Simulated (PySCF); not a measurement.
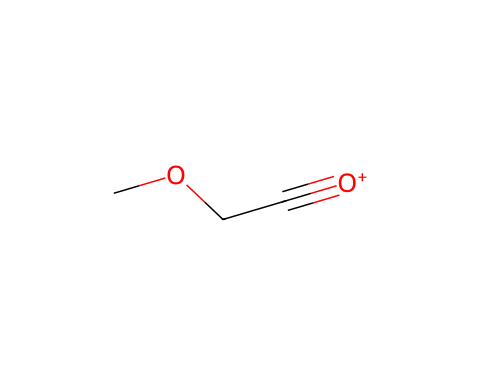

The species has charge +1 and is a spin singlet. Computed geometry: PBE0-D3(BJ)/def2-SVP optimisation. No frequency run is at hand to confirm it as a minimum. Program: PySCF 2.14.0.

Tabulate HOMO–LUMO gap (eV) at these levels: BHandHLYP/aug-pcX-1 (pcseg-1 on H); PBE0/def2-SVPD; PBE0/def2-SVPD in benzene (IEF-PCM); PBE0/def2-SVPD in dichloromethane (IEF-PCM); PBE0/pcSseg-1 in benzene (IEF-PCM); PBE0/pcSseg-1 in dichloromethane (IEF-PCM).

```
                                      level  HOMO–LUMO gap (eV)
         BHandHLYP/aug-pcX-1 (pcseg-1 on H)                8.58
                             PBE0/def2-SVPD                5.77
        PBE0/def2-SVPD in benzene (IEF-PCM)                5.92
PBE0/def2-SVPD in dichloromethane (IEF-PCM)                6.07
         PBE0/pcSseg-1 in benzene (IEF-PCM)                5.97
 PBE0/pcSseg-1 in dichloromethane (IEF-PCM)                6.12
```
